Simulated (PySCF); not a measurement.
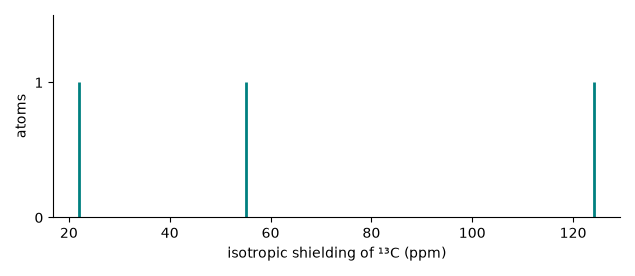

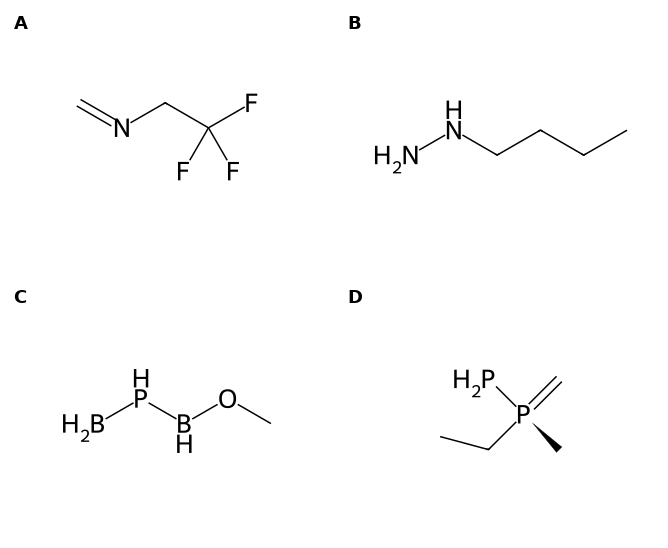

The sticks are computed shieldings of one of the molecules, for one fixed geometry (PBE0-D3(BJ)/def2-SVP) without averaging over rotations. Low shielding means a high chemical shift. Method: GIAO PBE0/pcSseg-1 NMR shielding, non-relativistic, IEF-PCM cyclohexane (PySCF 2.14.0).

Which molecule gives this pattern?

A, `C=NCC(F)(F)F`. Its 3 C atoms give lines at 22.0, 55.2, 124.2 ppm.
